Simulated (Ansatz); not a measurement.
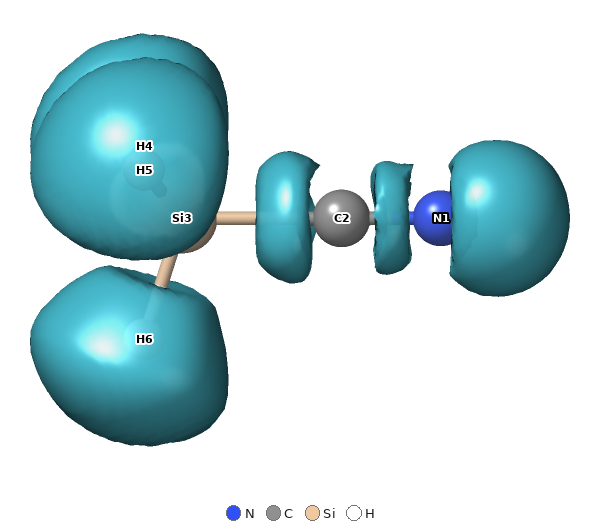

Figure 1: CH3NSi (SMILES N#C[SiH3]). Isosurface of the electron localisation function at 0.8 (cyan), seen from one side. Core shells and regions of very low density are left out.

Geometry: PBE0-D4/def2-TZVP.

Level of theory: RKS PBE0-D4/def2-TZVPP in Ansatz 0.2.0.

Input file:

```
crystal:
  periodic: [false, false, false]
  atoms:
    - {symbol: N, position_ang: [1.096306, -1.885168, 1.054185]}
    - {symbol: C, position_ang: [0.575969, -0.990760, 0.548729]}
    - {symbol: Si, position_ang: [-0.257320, 0.444212, -0.265378]}
    - {symbol: H, position_ang: [-1.415128, -0.083350, -1.019168]}
    - {symbol: H, position_ang: [0.729295, 1.077901, -1.166582]}
    - {symbol: H, position_ang: [-0.687021, 1.373165, 0.802013]}
basis:
  gaussian: {orbitals: def2-TZVPP}
hamiltonian: {xc: pbe0, dispersion: d4}
output: {orbitals: {seedname: orbitals}}
```

Command:

```sh
ansatz run in.yaml --threads 4 --pin off --events-out ev --progress --plain --max-ram 10444MiB
```

> Identify the bonds, lone pairs and shells in this picture.

The ELF exceeds this value in one region between bonded C–N atoms (shared pairs), one region between bonded C–Si atoms (shared pairs), three regions around hydrogen nuclei and one lobe on N, pointing away from the bonds (lone pairs). Along the contacts the grid gives the following. C–N (1.15 Å): the ELF peaks at about 0.85 between the atoms: a multiple bond. C–Si (1.85 Å): the ELF peaks at about 0.95 between the atoms; a shared electron pair.
